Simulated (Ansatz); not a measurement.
```yaml
atoms:
  - { symbol: Si, position_ang: [0.3862, 0.0781, -0.0468] }
  - { symbol: Cl, position_ang: [0.5466, 0.1008, 1.9601] }
  - { symbol: F, position_ang: [1.8401, -0.0917, -0.6787] }
  - { symbol: F, position_ang: [-0.2251, 1.4316, -0.6119] }
  - { symbol: F, position_ang: [-0.4846, -1.1637, -0.5407] }
  - { symbol: S, position_ang: [-3.1209, 0.1713, 1.0235] }
  - { symbol: H, position_ang: [-3.0118, -0.9971, 0.3576] }
  - { symbol: H, position_ang: [-2.7674, -0.4021, 2.1926] }
```

The calculation used RKS PBE0-D4/def2-SVP (Ansatz 0.2.0).

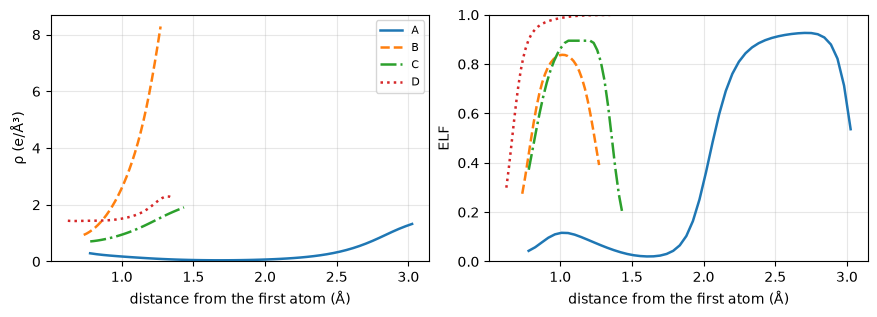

ClF3Si···H2S. Electron density and ELF along straight lines between neighbouring atoms. The curves leave out the atomic cores.

Which curve belongs to which contact (Si–Cl, Si–F, Si–S and S–H)? The first atom named is at distance zero.

Curve A: Si1···S6 (3.67 Å): the density falls to about 0.04 e/Å³ on the way; the ELF dips to about 0 between them: a non-bonded, intermolecular contact. Curve B: Si–F (1.59 Å): ρ at the midpoint is about 1.1 e/Å³; the ELF peaks at about 0.85 in the valence shell of F, 0.6 Å from its nucleus, and is about 0.50 at the midpoint. Curve C: Si–Cl (2.01 Å): ρ at the midpoint is about 0.96 e/Å³; the ELF peaks at about 0.90 between the atoms, as expected for a shared but strongly polarised pair. Curve D: S–H (1.35 Å): ρ at the midpoint is about 1.4 e/Å³; the ELF climbs to about 1 towards the hydrogen, as it does in any bond to H.
